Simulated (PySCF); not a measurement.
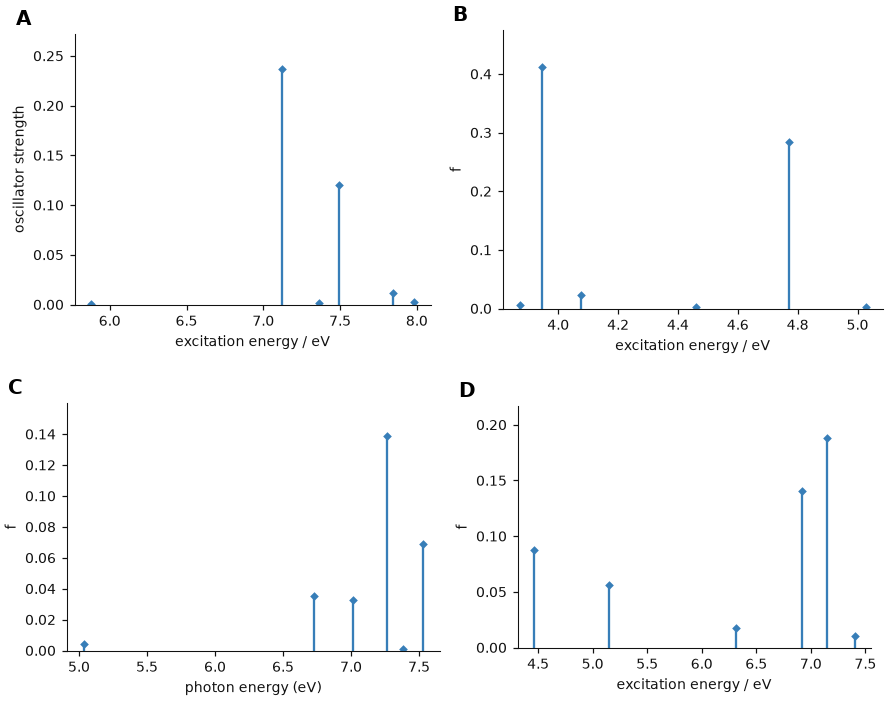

Vertical TDDFT excitations, CAM-B3LYP/def2-SVPD (IEF-PCM acetonitrile), PySCF, at a PBE0-D3(BJ)/def2-SVP geometry (no frequency check). Each panel shows the lowest singlet states that were computed.

**Pair each panel with its molecule.**
1. C₃H₇NOSi, SMILES C=NC(=C)O[SiH3]
2. C₇H₈P₂, SMILES C=Cc1ccpc(C)p1
3. C₃H₉NO₂Si₂, SMILES NC(=O)[Si@H]1CC[SiH2]O1
4. C₃H₁₁GeNOSi, SMILES CC(=O)N[SiH2][CH2][GeH3], singlet

A: 4 (S1 at 5.88 eV, brightest at 7.12 eV)
B: 2 (S1 at 3.87 eV, brightest at 3.95 eV)
C: 3 (S1 at 5.03 eV, brightest at 7.26 eV)
D: 1 (S1 at 4.46 eV, brightest at 7.15 eV)

Caveats, for all or some of the runs: core orbitals are frozen in the response; one conformer of a flexible molecule.
